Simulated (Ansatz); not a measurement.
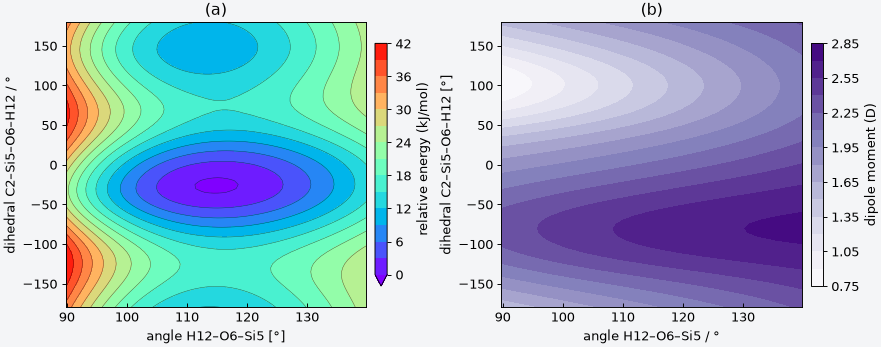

C₂H₆FNOSi, SMILES CC1(F)N[SiH]1O. The first coordinate is: angle H12–O6–Si5; the second: dihedral C2–Si5–O6–H12. Nothing is relaxed (all other coordinates rigid). Grid: 9 × 10 points. Energies: kJ/mol, counted from the lowest grid point. These are results of RKS PBE-D4/def2-SVP in Ansatz, not measurements.

Panel (a) is the energy; panel (b) is the computed dipole moment, in D.

In the figure: filled contours. Between grid points the surface is interpolated.

How does the dipole moment vary over the map, and what is it at the lowest grid point?

Leaving out the highest fifth of the energies, it runs from 0.94 D at angle H12–O6–Si5 = 96.1°, dihedral C2–Si5–O6–H12 = 108° to 2.72 D at angle H12–O6–Si5 = 139.8°, dihedral C2–Si5–O6–H12 = −72°. At the lowest grid point, angle H12–O6–Si5 = 114.8°, dihedral C2–Si5–O6–H12 = −36°, it is 2.40 D.

```
dihedral C2–Si5–O6–H12 ↓, angle H12–O6–Si5 →  89.8  96.1  102.3  108.6  114.8  121.1  127.3  133.6  139.8
                                         144  1.11  1.25   1.38   1.51   1.64   1.76   1.88   2.00   2.12
                                         108  0.76  0.94   1.11   1.28   1.44   1.60   1.75   1.89   2.03
                                          72  0.98  1.11   1.24   1.38   1.52   1.66   1.80   1.94   2.07
                                          36  1.49  1.57   1.65   1.74   1.83   1.92   2.02   2.12   2.21
                                           0  1.86  1.92   1.99   2.06   2.12   2.20   2.27   2.34   2.41
                                         −36  2.13  2.20   2.27   2.34   2.40   2.46   2.51   2.56   2.60
                                         −72  2.31  2.40   2.47   2.54   2.60   2.64   2.68   2.71   2.72
                                        −108  2.22  2.32   2.40   2.47   2.53   2.58   2.62   2.65   2.67
                                        −144  1.91  2.01   2.09   2.17   2.24   2.30   2.36   2.42   2.47
                                        −180  1.54  1.64   1.74   1.83   1.92   2.01   2.10   2.18   2.27
```
